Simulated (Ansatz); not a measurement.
# H2OSiTe (SMILES O1[SiH2][Te]1): single points off equilibrium

The atoms stand at a structure displaced at random from a GFN2-xTB minimum. How far do the functionals agree with CCSD(T) there?

Method: single points in def2-TZVPP; program: Ansatz 0.2.0, Gaussian basis.

Correlated methods freeze the cores. Filled d shells of the heavier atoms are correlated. Core potentials replace the inner electrons past krypton, and spin-orbit coupling is left out.

**1. The starting structure**

5 atoms, charge 0, spin multiplicity 1.

Atoms are counted from 1 here; the program's logs count them from 0.

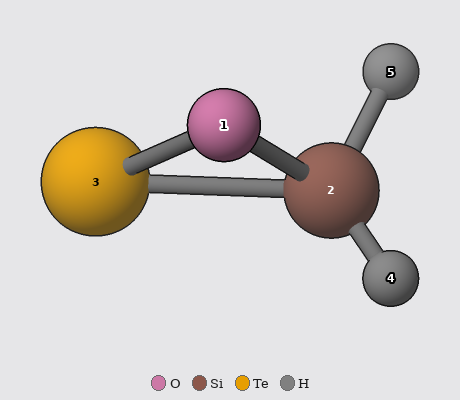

Start geometry, drawn with oxygen pink, silicon brown, tellurium amber, hydrogen grey; atoms are numbered from 1 in the order of the file.

Geometry (Å):

```csv
atom,x (Å),y (Å),z (Å)
O1,0.9840,-0.9914,-0.1828
Si2,-0.1900,0.3946,-0.3024
Te3,-0.3140,-1.3845,1.4499
H4,-0.7977,0.4205,-1.3121
H5,0.6094,1.5913,0.2503
```

**2. CCSD(T)/def2-TZVPP**

run/in.yaml

```yaml
crystal:
  periodic: [false, false, false]
  atoms:
    - {symbol: O, position_ang: [0.984000, -0.991400, -0.182800]}
    - {symbol: Si, position_ang: [-0.190000, 0.394600, -0.302400]}
    - {symbol: Te, position_ang: [-0.314000, -1.384500, 1.449900]}
    - {symbol: H, position_ang: [-0.797700, 0.420500, -1.312100]}
    - {symbol: H, position_ang: [0.609400, 1.591300, 0.250300]}
basis:
  gaussian: {orbitals: def2-TZVPP}
correlation: {method: ccsd_t}
output: {forces: true}
```

The command line of these runs was not kept.

**3. PBE0-D4/def2-TZVPP**

Changes to run/in.yaml since step 2:

```diff
@@ -10,3 +10,3 @@
   gaussian: {orbitals: def2-TZVPP}
-correlation: {method: ccsd_t}
-output: {forces: true}
+hamiltonian: {xc: pbe0, dispersion: d4}
+output: {forces: true, orbitals: {seedname: orbitals}}
```

**4. wB97M-V/def2-TZVPP**

Changes to run/in.yaml since step 3:

```diff
@@ -10,3 +10,3 @@
   gaussian: {orbitals: def2-TZVPP}
-hamiltonian: {xc: pbe0, dispersion: d4}
-output: {forces: true, orbitals: {seedname: orbitals}}
+hamiltonian: {xc: {name: wB97M-V}}
+output: {forces: true}
```

**5. r2SCAN-D4/def2-TZVPP**

Changes to run/in.yaml since step 4:

```diff
@@ -10,3 +10,3 @@
   gaussian: {orbitals: def2-TZVPP}
-hamiltonian: {xc: {name: wB97M-V}}
+hamiltonian: {xc: r2scan, dispersion: d4}
 output: {forces: true}
```

**6. PBE-D4/def2-TZVPP**

Changes to run/in.yaml since step 5:

```diff
@@ -10,3 +10,3 @@
   gaussian: {orbitals: def2-TZVPP}
-hamiltonian: {xc: r2scan, dispersion: d4}
+hamiltonian: {xc: pbe, dispersion: d4}
 output: {forces: true}
```

**7. CAM-B3LYP-D4/def2-TZVPP**

Changes to run/in.yaml since step 6:

```diff
@@ -10,3 +10,3 @@
   gaussian: {orbitals: def2-TZVPP}
-hamiltonian: {xc: pbe, dispersion: d4}
+hamiltonian: {xc: {name: CAM-B3LYP}, dispersion: d4}
 output: {forces: true}
```

**8. BLYP-D4/def2-TZVPP**

Changes to run/in.yaml since step 7:

```diff
@@ -10,3 +10,3 @@
   gaussian: {orbitals: def2-TZVPP}
-hamiltonian: {xc: {name: CAM-B3LYP}, dispersion: d4}
+hamiltonian: {xc: {name: BLYP}, dispersion: d4}
 output: {forces: true}
```

(Steps that only read results are left out.)

Q: Predict the outcome of this session. Wanted: energy less free atoms, CCSD(T)/def2-TZVPP; RMS force component; RMS force error; HOMO and LUMO, PBE0-D4; T1 diagnostic.

The runs gave:

```
                                  quantity                                                                                                value
energy less free atoms, CCSD(T)/def2-TZVPP                                                                                       -1208.5 kJ/mol
                       RMS force component                                                                 4.543 to 4.787 eV/Å over the methods
                           RMS force error  PBE0-D4 0.165, wB97M-V 0.205, r2SCAN-D4 0.062, PBE-D4 0.210, CAM-B3LYP-D4 0.205, BLYP-D4 0.346 eV/Å
                    HOMO and LUMO, PBE0-D4                                                                                   -6.03 and -2.49 eV
                             T1 diagnostic                                                                                                0.017
```

What this shows: Against CCSD(T) the functionals' energies less atoms differ by -94.8 to -23.9 kJ/mol, PBE-D4 by -94.8 kJ/mol. The reference is not at the basis limit: in triple zeta CCSD(T) underbinds, which counts against methods that bind more; the gaps are no ranking. The forces of r2SCAN-D4 come nearest to CCSD(T), those of BLYP-D4 are farthest. Frozen-core CCSD(T) forces in triple zeta carry basis errors of their own, and this is one geometry, so small gaps rank nothing. The restricted Hartree–Fock reference is unstable towards an unrestricted one at one or more of these structures.
